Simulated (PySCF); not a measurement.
C₄H₇NPSi₂ (SMILES C#CC[Si](C#N)[SiH2]P) (doublet)

```xyz
15

C    -2.2110    1.6885    1.0548
C    -1.9690    1.3631   -0.0723
C    -1.6252    0.9394   -1.4056
Si   -0.2035   -0.3614   -1.2912
C    -1.0480   -1.9026   -0.6886
N    -1.5131   -2.9100   -0.3825
Si    1.7461    0.2095   -0.2128
P     2.9090   -1.7014   -0.1935
H    -2.4620    1.9940    2.0260
H    -2.5080    0.5172   -1.8886
H    -1.3049    1.8061   -1.9870
H     1.7355    0.8571    1.1110
H     2.4927    1.1148   -1.1024
H     3.8293   -1.2844    0.7447
H     2.1277   -2.3219    0.7605
```

Geometry: GFN2-xTB.

Level of theory: PySCF 2.14.0, density-fitted response routines, UKS B3LYP, pcH-1 on C H N P Si, non-relativistic, mean-field spin-orbit, GIAO.

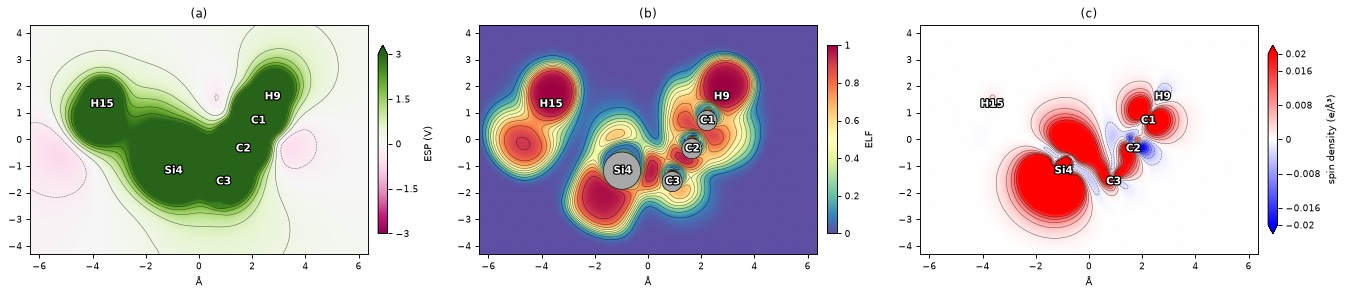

Figure 1. (a) electrostatic potential; (b) electron localisation function; (c) spin density (α minus β) on the plane of atoms C2, C3 and Si4. Grey discs cover the atomic cores in the ELF map.

> Describe what can be read from this map.

- The plane passes through C, Si and H nuclei.
- C–C (1.20 Å): the ELF is about 0.25 at the midpoint and 0.15 at its lowest between the atoms.
- C–H (1.05 Å): the ELF climbs to about 1 towards the hydrogen, as it does in any bond to H.
- C–Si (1.93 Å): the ELF peaks at about 0.95 between the atoms, as expected for a covalent bond.
- The ELF also peaks beside Si4 and P8, away from the bonds: non-bonding electrons, paired or unpaired.
- The unpaired spin (1 electron) lies mostly on Si4 (about 0.7), Si7 (about 0.1) and N6 (about 0.1), in electrons by Hirshfeld's partition.
- Outside the dense part of the molecule the potential is most negative (−0.7 V) near P8, which lies off the plane.

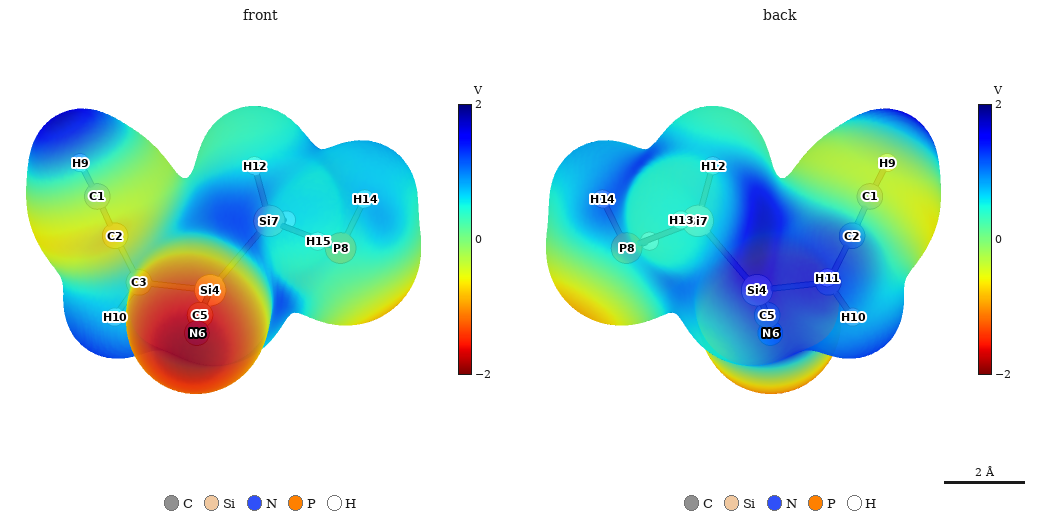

Figure 2. The electrostatic potential painted on the density surface at 0.002 e/bohr³, seen from the front and from behind; the colour scale runs from red (negative) to blue (positive).

> Describe the electrostatic potential map.

The most negative region (about −1.8 V, or −42 kcal/mol for a unit charge) lies over N6, the most positive (about +1.7 V, or +39 kcal/mol for a unit charge) over Si4, Si7 and H9. N6 is the likeliest acceptor of a hydrogen bond.
